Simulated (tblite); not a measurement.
# Molecular dynamics of C5H3F3S (part 1 of 2)

System: C5H3F3S.
Method: GFN2-xTB Langevin dynamics, gas phase (tblite 0.8.0).

It belongs to a series of runs on one base structure; here: H on C replaced by CF3.

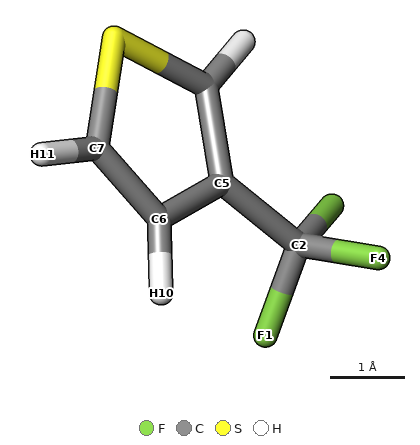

Fig. 1: The structure as given in the input (stick view, seen at a tilt; atoms are numbered from 1 in the order of the input). Bond lengths as drawn: C–C 1.36 to 1.49 Å, C–F 1.34 to 1.35 Å, C–H 1.07 Å and C–S 1.71 to 1.72 Å.

**Results in brief**

- outcome: finished
- mean temperature over the second half: 343 K
- trajectory: 41 frames kept, 1000 fs
- hardware: 1 CPU thread, shared host
- wall time: 41 s
- peak memory: 0.18 GiB

**Input file**
```
{"job": {"kind": "md", "xc": "GFN2-xTB", "basis": "xTB", "temperature": 300, "steps": 2000, "every": 50}, "charge": 0, "multiplicity": 1}
F     -1.754773    -1.606489     0.657366
C     -1.635682    -0.397206     0.085045
F     -2.452304     0.429318     0.755219
F     -2.156736    -0.519578    -1.152404
C     -0.223672     0.081834     0.058529
C      0.866537    -0.755742    -0.290218
C      2.044633    -0.085582    -0.262852
S      1.844885     1.562238     0.181434
C      0.155189     1.362263     0.335422
H      0.757570    -1.795343    -0.538846
H      3.024526    -0.461256    -0.477670
H     -0.468975     2.184859     0.622948
```

The first line tells a small driver script what to run in tblite; the rest is the geometry in Å.

Command:
```bash
OMP_NUM_THREADS=1 python <driver script> task.json out
```

**Log**
```
t/fs     T/K      E/eV
    0.0   261.5   -807.34334
   25.0   204.0   -807.05308
   50.0   244.8   -807.07336
   75.0   232.7   -807.03169
  100.0   180.7   -807.01438
  125.0   244.9   -807.10094
  150.0   274.5   -807.01669
  175.0   305.1   -807.08381
  200.0   290.6   -807.03406
  225.0   269.9   -807.01924
  250.0   206.3   -806.90887
  275.0   372.1   -807.01885
  300.0   300.5   -807.00798
  325.0   315.6   -806.90763
  350.0   295.5   -807.00121
  375.0   326.6   -807.06683
  400.0   353.0   -807.08997
  425.0   365.1   -807.14170
  450.0   335.7   -807.00979
  475.0   264.5   -806.90926
  500.0   374.0   -807.05128
  525.0   246.3   -806.90097
  550.0   261.4   -806.95583
  575.0   180.6   -806.77533
  600.0   248.3   -806.80193
  625.0   363.0   -806.78256
  650.0   522.4   -806.90430
  675.0   341.7   -806.61252
  700.0   335.1   -806.78920
  725.0   429.1   -806.84849
  750.0   400.7   -806.83090
  775.0   416.8   -806.89093
  800.0   317.4   -806.79525
  825.0   333.5   -806.81001
  850.0   424.2   -806.71626
  875.0   333.1   -806.76752
  900.0   350.7   -806.90936
  925.0   272.2   -806.74448
  950.0   413.2   -807.04300
  975.0   238.4   -806.75161
 1000.0   390.6   -806.87133
```

**Trajectory as extended XYZ (Å, eV, eV/Å), 41 frames, from step=0 to step=40**
```
12
Properties=species:S:1:pos:R:3:forces:R:3 step=0 time_fs=0.0 energy=-807.34334 temperature=261.5
F    -1.7548   -1.6065    0.6574   -0.0045   0.0029   0.0013
C    -1.6357   -0.3972    0.0850    0.0031   0.0021  -0.0013
F    -2.4523    0.4293    0.7552    0.0045   0.0017   0.0007
F    -2.1567   -0.5196   -1.1524   -0.0018  -0.0037   0.0003
C    -0.2237    0.0818    0.0585   -0.0033  -0.0003  -0.0040
C     0.8665   -0.7557   -0.2902   -0.0040   0.0036   0.0013
C     2.0446   -0.0856   -0.2629   -0.0039   0.0001   0.0008
S     1.8449    1.5622    0.1814    0.0036   0.0015   0.0004
C     0.1552    1.3623    0.3354    0.0012  -0.0044   0.0004
H     0.7576   -1.7953   -0.5388    0.0062   0.0053   0.0003
H     3.0245   -0.4613   -0.4777   -0.0020   0.0005   0.0005
H    -0.4690    2.1849    0.6229    0.0008  -0.0093  -0.0006
12
Properties=species:S:1:pos:R:3:forces:R:3 step=1 time_fs=25.0 energy=-807.05308 temperature=204.0
F    -1.7275   -1.5983    0.6859   -0.3157   0.6403   0.0518
C    -1.6296   -0.3680    0.1292   -0.3828  -0.6025  -1.0488
F    -2.4053    0.5198    0.7558    0.0034  -0.4182   0.2867
F    -2.2287   -0.5075   -1.1189    0.5533   0.0546   0.7553
C    -0.2153    0.0649    0.0665    0.1008  -0.2876  -0.5733
C     0.8939   -0.7574   -0.2985   -0.9802  -1.2053  -0.1172
C     2.0359   -0.0784   -0.3674    0.1578   1.6127   1.1537
S     1.8310    1.5674    0.2506    0.2604  -0.4389  -1.0431
C     0.1505    1.3531    0.2470   -1.0156   1.4960   0.5796
H     0.8041   -1.8258   -0.5087   -0.0421   0.5445  -0.0167
H     3.0203   -0.3565   -0.5825    0.8048  -0.5148  -0.2086
H    -0.5510    2.2083    0.3764    0.8559  -0.8808   0.1806
12
Properties=species:S:1:pos:R:3:forces:R:3 step=2 time_fs=50.0 energy=-807.07336 temperature=244.8
F    -1.8108   -1.5096    0.7177    0.3153  -0.1334   0.1857
C    -1.6501   -0.3127    0.1114   -0.5233  -0.8608   0.0379
F    -2.3495    0.5479    0.8178   -0.8367   0.7243   0.7095
F    -2.2887   -0.4518   -1.0408   -0.4000  -0.0329  -1.0404
C    -0.2754    0.1395   -0.0238    1.2669  -0.1419   0.5953
C     0.8410   -0.6906   -0.3689   -1.7182  -1.0616  -0.2863
C     2.0100   -0.1068   -0.2221    2.3151   1.9048  -0.1915
S     1.7936    1.5662    0.2319    0.0217  -0.0142   0.4975
C     0.0902    1.3713    0.4343    1.0780  -0.3335  -0.6922
H     0.7565   -1.7064   -0.6970   -0.2946  -0.2256  -0.0114
H     3.0496   -0.3979   -0.4519   -1.0742  -0.0143   0.2201
H    -0.5091    2.1604    0.8199   -0.1499   0.1890  -0.0242
12
Properties=species:S:1:pos:R:3:forces:R:3 step=3 time_fs=75.0 energy=-807.03169 temperature=232.7
F    -1.8715   -1.4723    0.7324   -0.2095   0.7093  -0.5563
C    -1.7526   -0.2331    0.1290   -1.1914  -0.9050   1.0257
F    -2.5205    0.6006    0.9282    0.8507  -0.6974  -1.0908
F    -2.3723   -0.3372   -1.0722    0.3554   0.1863   0.7805
C    -0.3269    0.1178    0.0852    0.4117   0.8994  -0.6063
C     0.7427   -0.6684   -0.4285   -1.2403  -1.5921   0.5220
C     1.9158   -0.0858   -0.2177    0.7693   1.1700  -0.3780
S     1.8189    1.5548    0.2862   -0.2449  -0.4766   0.2200
C     0.1388    1.3422    0.4465   -0.4251   1.3334   0.7091
H     0.6579   -1.7121   -0.7318   -0.1481   0.4906   0.0090
H     2.8588   -0.4101   -0.5011    1.2676  -0.6984  -0.3737
H    -0.3809    2.1841    0.8934   -0.1956  -0.4196  -0.2611
12
Properties=species:S:1:pos:R:3:forces:R:3 step=4 time_fs=100.0 energy=-807.01438 temperature=180.7
F    -2.0299   -1.4651    0.6951    1.0122   0.9189  -0.7444
C    -1.7775   -0.2128    0.1530   -2.2243  -0.1966   0.4902
F    -2.5770    0.5688    0.9232    0.4248   0.2466  -0.0400
F    -2.4238   -0.2162   -1.0448    0.5811  -0.2054   0.1792
C    -0.3835    0.2752    0.0902   -0.0865  -1.1079   0.2908
C     0.6314   -0.6449   -0.3138    0.0657   0.2754  -1.0462
C     1.8634   -0.0841   -0.3853   -0.1878   0.6842   1.2327
S     1.8061    1.4876    0.3848   -0.1853   0.1032  -0.6087
C     0.0713    1.4900    0.4881    0.9014   0.1077   0.0402
H     0.3841   -1.5858   -0.7704   -0.0123  -0.1709   0.2062
H     2.8350   -0.4731   -0.6360   -0.3197  -0.0794  -0.0055
H    -0.4235    2.4048    0.7926    0.0306  -0.5758   0.0054
12
Properties=species:S:1:pos:R:3:forces:R:3 step=5 time_fs=125.0 energy=-807.10094 temperature=244.9
F    -2.0976   -1.4145    0.5685   -0.3204  -1.2492   0.5350
C    -1.9265   -0.1796    0.1924    0.2978   1.3173   0.0233
F    -2.6574    0.6156    1.0253    0.3010  -0.3327  -0.3487
F    -2.4830   -0.0741   -1.0221   -0.2276   0.1558  -0.2368
C    -0.4777    0.1878    0.1595    0.4244  -0.2469  -0.5690
C     0.5117   -0.6403   -0.4318    0.8539  -0.4770   0.3392
C     1.7635   -0.0955   -0.3031   -0.2321  -0.8546  -0.7881
S     1.8171    1.4605    0.3741   -1.8313  -0.2320   0.1528
C     0.0585    1.3556    0.5641    1.5556   0.1196   0.2183
H     0.3711   -1.6586   -0.7909   -0.1404   0.5255   0.0293
H     2.6614   -0.5484   -0.6820    0.0284   0.0436   0.0706
H    -0.4102    2.0721    1.1464   -0.7094   1.2305   0.5741
12
Properties=species:S:1:pos:R:3:forces:R:3 step=6 time_fs=150.0 energy=-807.01669 temperature=274.5
F    -2.1550   -1.4496    0.4851   -0.0092   0.3542  -0.0774
C    -1.9607   -0.1466    0.1815    0.9548   0.2093   0.3971
F    -2.6253    0.5821    1.0885   -0.1685  -0.0773   0.0058
F    -2.5674    0.0609   -1.0000    0.2209  -0.0184   0.1058
C    -0.4705    0.2190    0.1913   -1.2502  -1.9774  -0.8275
C     0.4613   -0.6753   -0.4312    0.9949   1.5755   0.6477
C     1.7571   -0.1954   -0.3526   -1.9172   0.0946   0.0663
S     1.7033    1.3630    0.3686    2.7597   0.2648   0.3089
C     0.1095    1.2837    0.7774   -1.8224   1.7344   0.1271
H     0.1531   -1.5309   -0.9430   -0.2126  -1.0758  -0.3654
H     2.6792   -0.6278   -0.6526    0.1327  -0.0660  -0.2196
H    -0.3707    2.1919    1.1915    0.3170  -1.0179  -0.1687
12
Properties=species:S:1:pos:R:3:forces:R:3 step=7 time_fs=175.0 energy=-807.08381 temperature=305.1
F    -2.2504   -1.4610    0.4645   -0.1182   0.4924  -0.0305
C    -2.0175   -0.1383    0.2209    2.0348  -0.7743   0.5519
F    -2.5441    0.5574    1.2125   -1.0222   0.2455   0.1987
F    -2.6224    0.1286   -0.9314   -0.0916   0.2721   0.0404
C    -0.4986    0.1344    0.2317   -1.9102  -0.9591  -0.6892
C     0.3847   -0.7203   -0.4655    0.2237   0.2399  -0.5287
C     1.6124   -0.1403   -0.4455    0.7812  -0.4492  -0.0227
S     1.7356    1.3143    0.4932   -0.5490  -0.5797  -0.2051
C     0.0508    1.2196    0.8183   -0.1755   0.3429   0.5719
H     0.0966   -1.6477   -0.9980    0.3192   0.9477   0.5483
H     2.5112   -0.5469   -0.8767   -0.0292   0.1256   0.0178
H    -0.5055    1.8527    1.5056    0.5370   0.0962  -0.4528
12
Properties=species:S:1:pos:R:3:forces:R:3 step=8 time_fs=200.0 energy=-807.03406 temperature=290.6
F    -2.3591   -1.4361    0.4930   -0.1326  -0.6120   0.7321
C    -2.0410   -0.1627    0.3530    1.2609   0.3595  -1.1727
F    -2.5579    0.5824    1.3341   -0.1644  -0.3686  -0.0355
F    -2.6738    0.1789   -0.7945   -0.1318   0.4499  -0.0020
C    -0.5370    0.0719    0.2115   -0.9557   0.8105   0.8177
C     0.4046   -0.6156   -0.5601   -1.2853  -2.5834  -0.8199
C     1.6473   -0.1339   -0.5073    0.6431   0.0386  -0.1794
S     1.7069    1.2058    0.5495    0.4102   0.7959   0.0714
C     0.0231    1.1490    0.8555    0.5856  -1.1494  -0.9207
H     0.2215   -1.5899   -1.0637   -0.2193   1.0311   0.2314
H     2.4294   -0.5704   -1.1129    0.2138   0.5102   0.5626
H    -0.4943    1.8643    1.4130   -0.2245   0.7176   0.7150
12
Properties=species:S:1:pos:R:3:forces:R:3 step=9 time_fs=225.0 energy=-807.01924 temperature=269.9
F    -2.3821   -1.4570    0.5932    0.0740  -0.3364  -0.6596
C    -2.0458   -0.1841    0.3511    0.8885   0.1436   0.6612
F    -2.5702    0.4525    1.4152    0.1908   0.4707   0.0343
F    -2.6873    0.2794   -0.7123   -0.5598  -0.2126  -0.4896
C    -0.5539    0.0467    0.1912   -0.8940   1.6182   1.5678
C     0.3203   -0.6162   -0.6744   -0.2274   1.3450   1.3931
C     1.5656   -0.1449   -0.5516    1.6669   0.0320  -0.2540
S     1.6991    1.1680    0.5749    0.8346  -0.5214  -0.6323
C     0.0565    1.0872    0.8933   -1.2831  -0.4948   0.7449
H    -0.0038   -1.3170   -1.3296   -0.6260  -1.9681  -1.5833
H     2.4162   -0.5910   -1.0649   -0.1806   0.6005   0.2842
H    -0.3362    1.7185    1.7199    0.1161  -0.6766  -1.0667
12
Properties=species:S:1:pos:R:3:forces:R:3 step=10 time_fs=250.0 energy=-806.90887 temperature=206.3
F    -2.2696   -1.4453    0.5741   -0.5544  -0.9893  -0.2031
C    -2.0788   -0.1451    0.4261    1.3999   0.0091  -0.8421
F    -2.5359    0.3942    1.5522   -0.3249   0.5759  -0.2956
F    -2.7834    0.2574   -0.6705   -0.1886  -0.0600   0.8565
C    -0.5979    0.1009    0.1981   -0.3421   2.3788   2.3245
C     0.2305   -0.6026   -0.6952   -1.0619  -0.8582  -0.3112
C     1.5187   -0.1956   -0.5885   -0.2611  -0.0786  -0.2864
S     1.7181    1.0518    0.5426   -0.2202   0.5431   0.5699
C     0.0357    1.0958    1.0016    0.8567  -1.6205  -2.0477
H    -0.2082   -1.4118   -1.3464    0.8278   1.0863   0.7894
H     2.3517   -0.5111   -1.1631    0.3587  -0.2077  -0.1715
H    -0.1984    1.8866    1.7076   -0.4900  -0.7789  -0.3828
12
Properties=species:S:1:pos:R:3:forces:R:3 step=11 time_fs=275.0 energy=-807.01885 temperature=372.1
F    -2.2592   -1.5006    0.5050    0.1613  -0.2698   0.4718
C    -2.0709   -0.1714    0.4933    0.0003   0.0684  -0.7359
F    -2.5591    0.3501    1.6016    0.0504   0.0352   0.9056
F    -2.9280    0.2367   -0.4528   -0.0877   0.4474  -0.7314
C    -0.6343    0.1679    0.2220   -1.4703   1.8816   2.5241
C     0.1242   -0.5831   -0.6089    0.5116  -1.8452  -1.7838
C     1.4222   -0.1994   -0.6157    0.7460  -0.6957  -0.3559
S     1.7677    1.0213    0.5329   -0.8011   0.0346  -0.4949
C     0.0817    1.1275    0.9034    0.8585  -0.8977  -0.5739
H    -0.3757   -1.4091   -1.1277    0.7854   0.4039  -0.1402
H     2.2042   -0.6535   -1.1989    0.0270   0.1276   0.1233
H    -0.1431    1.8105    1.6542   -0.7814   0.7096   0.7912
12
Properties=species:S:1:pos:R:3:forces:R:3 step=12 time_fs=300.0 energy=-807.00798 temperature=300.5
F    -2.2468   -1.5438    0.4761   -0.1729   0.9039   0.2326
C    -2.1452   -0.1684    0.5215    1.3042  -0.6746   0.1326
F    -2.5632    0.2309    1.7337   -0.0368  -0.1268  -0.3800
F    -3.0240    0.2727   -0.3859    0.3976   0.1633   0.1801
C    -0.6397    0.1725    0.3003   -3.3874  -0.1360   0.1311
C     0.0875   -0.5995   -0.5731    1.6610  -0.4832  -0.6525
C     1.4041   -0.2352   -0.6051    0.6603  -1.3688  -0.7187
S     1.7201    1.0521    0.4522   -0.1629   0.5918   0.2427
C     0.0523    1.1496    0.8881    0.5283   2.0037   1.7021
H    -0.3203   -1.4018   -1.1117   -0.3034  -0.7398  -0.5735
H     2.2272   -0.7874   -1.1320   -1.0384   0.9383   0.6099
H    -0.3126    1.9329    1.6052    0.5505  -1.0719  -0.9062
12
Properties=species:S:1:pos:R:3:forces:R:3 step=13 time_fs=325.0 energy=-806.90763 temperature=315.6
F    -2.2890   -1.5182    0.4889    0.0901  -0.5743  -0.1468
C    -2.1373   -0.1976    0.5772    0.3359   0.1576  -0.5748
F    -2.6051    0.0974    1.8019    0.4362   0.5123  -0.2077
F    -3.0303    0.3088   -0.3144    0.3212   0.1569   0.2945
C    -0.6738    0.1925    0.2453   -2.4077  -1.8681   0.6520
C     0.0381   -0.6725   -0.6552   -0.2010   0.4898   0.0663
C     1.3291   -0.3102   -0.6642    0.4524   1.3084   0.3122
S     1.6258    1.0728    0.3643    0.5460  -0.0709   0.3401
C     0.0241    1.0905    0.9886    0.0220  -0.7912  -1.5144
H    -0.2903   -1.4797   -1.3070   -0.4228   0.4238   0.5833
H     2.1119   -0.6397   -1.2998    0.3569  -0.2056  -0.0663
H    -0.4661    1.7004    1.7071    0.4707   0.4613   0.2615
12
Properties=species:S:1:pos:R:3:forces:R:3 step=14 time_fs=350.0 energy=-807.00121 temperature=295.5
F    -2.3610   -1.5872    0.5150   -0.5921  -0.5876   0.0224
C    -2.2287   -0.2773    0.6625    1.5396   0.6452  -1.0917
F    -2.6212    0.0601    1.8691   -0.2562   0.1739   0.6800
F    -3.0671    0.3320   -0.2167    0.0780  -0.2429   0.2309
C    -0.7747    0.0590    0.3642    0.5258  -0.2498  -1.3151
C    -0.0249   -0.6270   -0.6571   -0.3644  -1.3967   0.0313
C     1.2519   -0.2425   -0.7694    0.6741   0.9868   0.7592
S     1.6137    1.0751    0.3046    0.3200  -0.2829  -0.5733
C     0.0295    1.0374    0.8634   -1.0026   0.0221   0.6784
H    -0.2218   -1.5308   -1.2290   -0.9345   0.3612   0.2963
H     2.0340   -0.6822   -1.3351    0.1804  -0.0302  -0.3515
H    -0.2713    1.7191    1.6075   -0.1682   0.6009   0.6331
12
Properties=species:S:1:pos:R:3:forces:R:3 step=15 time_fs=375.0 energy=-807.06683 temperature=326.6
F    -2.4997   -1.5863    0.5355    0.4458  -0.4702   0.0522
C    -2.1761   -0.3085    0.7228   -0.1405   0.7013  -1.1557
F    -2.5332    0.0057    1.9434    0.0054   0.2484   1.0680
F    -3.0658    0.3486   -0.0832    0.1505   0.2054  -0.0473
C    -0.7616    0.0668    0.3534   -0.2332  -0.7497   0.6888
C    -0.0673   -0.7277   -0.5864   -0.0511   0.4872  -0.3320
C     1.1672   -0.3036   -0.8533    2.0093   1.2932   0.4495
S     1.5810    1.0554    0.1907   -0.2614  -0.3885  -0.2048
C     0.0314    1.0227    0.9225   -0.6888   0.9197   0.6810
H    -0.4624   -1.4966   -1.1615   -0.9262  -1.1762  -0.5128
H     1.9747   -0.6230   -1.5208   -0.8225  -0.0277   0.4071
H    -0.2737    1.7718    1.7063    0.5127  -1.0427  -1.0939
12
Properties=species:S:1:pos:R:3:forces:R:3 step=16 time_fs=400.0 energy=-807.08997 temperature=353.0
F    -2.4553   -1.6319    0.5862   -0.1041   1.0715   0.1511
C    -2.1332   -0.3042    0.7597   -0.8091  -0.8691   0.8260
F    -2.3603   -0.0213    2.0785   -0.1685  -0.1556  -0.8327
F    -3.0270    0.4199    0.0385    0.4476  -0.4495   0.4248
C    -0.7289   -0.0725    0.4043   -0.1473   0.3814  -0.5226
C    -0.1137   -0.7634   -0.6591   -0.3895  -1.7110  -0.5005
C     1.1535   -0.3445   -0.8388    0.0032   0.8351  -0.1556
S     1.5215    1.0524    0.0826   -0.2436   0.0372   0.8954
C     0.0182    0.9398    0.9238    0.6922  -0.8799  -1.5355
H    -0.5834   -1.6403   -1.1838    0.6081   1.1464   0.6632
H     1.8971   -0.5805   -1.5430    0.3416  -0.5818  -0.6388
H    -0.2982    1.5825    1.6619   -0.2305   1.1754   1.2252
12
Properties=species:S:1:pos:R:3:forces:R:3 step=17 time_fs=425.0 energy=-807.14170 temperature=365.1
F    -2.4691   -1.6742    0.7420    0.1087   0.3244  -0.6318
C    -2.1122   -0.3711    0.8288   -1.0381  -0.7736   1.8384
F    -2.3513   -0.1407    2.1776    0.3754   0.4396  -0.9000
F    -2.9867    0.3651    0.1556   -0.6505   0.0234  -0.0928
C    -0.7628   -0.0787    0.3769    0.6965  -0.3624   0.0805
C    -0.1387   -0.8399   -0.6347    1.1187   0.8451  -0.3830
C     1.0747   -0.3115   -1.0082   -0.8328  -0.0802   0.9450
S     1.4601    1.0492   -0.0042    1.0132  -0.2686  -1.0074
C     0.0075    0.9478    0.8220   -0.2390   0.6181   0.5182
H    -0.5539   -1.6987   -1.0869   -0.3797  -0.5048  -0.2522
H     1.7421   -0.7024   -1.7404    0.1934   0.0868  -0.0723
H    -0.1489    1.7119    1.5683   -0.3657  -0.3477  -0.0425
12
Properties=species:S:1:pos:R:3:forces:R:3 step=18 time_fs=450.0 energy=-807.00979 temperature=335.7
F    -2.5257   -1.7160    0.8173    0.2916  -0.0875   0.0267
C    -2.0852   -0.4754    0.9531   -1.4289   1.4671  -0.2746
F    -2.3138   -0.0760    2.2110    0.4106  -0.3802   0.2477
F    -3.0287    0.3194    0.2621    0.7291  -0.6942   0.0736
C    -0.7221   -0.1777    0.4459   -0.6795   0.1552  -0.1653
C    -0.1862   -0.8597   -0.6567    1.9137   0.2436  -0.7224
C     1.0694   -0.3675   -1.0257   -1.6502  -0.9372   0.1380
S     1.5038    1.0262   -0.1260   -1.2593  -0.5281   0.6185
C    -0.0062    0.9088    0.8125    1.7163   1.3878   0.2190
H    -0.6887   -1.6421   -1.1932    0.0803  -0.1841   0.1878
H     1.6694   -0.8553   -1.7862   -0.0256   0.5923   0.2726
H    -0.1501    1.7128    1.5598   -0.0980  -1.0350  -0.6218
12
Properties=species:S:1:pos:R:3:forces:R:3 step=19 time_fs=475.0 energy=-806.90926 temperature=264.5
F    -2.4904   -1.7289    0.9404    0.5487   0.2300   0.2907
C    -2.0666   -0.4496    1.0392   -0.7114   0.0413  -1.4922
F    -2.1847   -0.0635    2.2991    0.0105   0.0195  -0.0381
F    -3.0810    0.2161    0.3092    1.1421  -0.2037   0.7998
C    -0.7065   -0.1875    0.4222    0.8333   0.2205   0.7359
C    -0.1347   -0.9658   -0.6504    0.6151   1.5240   0.2349
C     1.0718   -0.3886   -1.0656   -2.0053  -1.4771  -0.3350
S     1.4989    0.9772   -0.2034   -0.2920   0.5164   1.3684
C     0.1350    0.8343    0.8951    0.0361  -2.5873  -3.6411
H    -0.6160   -1.8387   -1.0808    0.2526   0.4189   0.1429
H     1.6246   -0.6601   -1.9443    0.1109  -0.1601   0.1445
H     0.1010    1.5114    1.6467   -0.5405   1.4575   1.7893
```
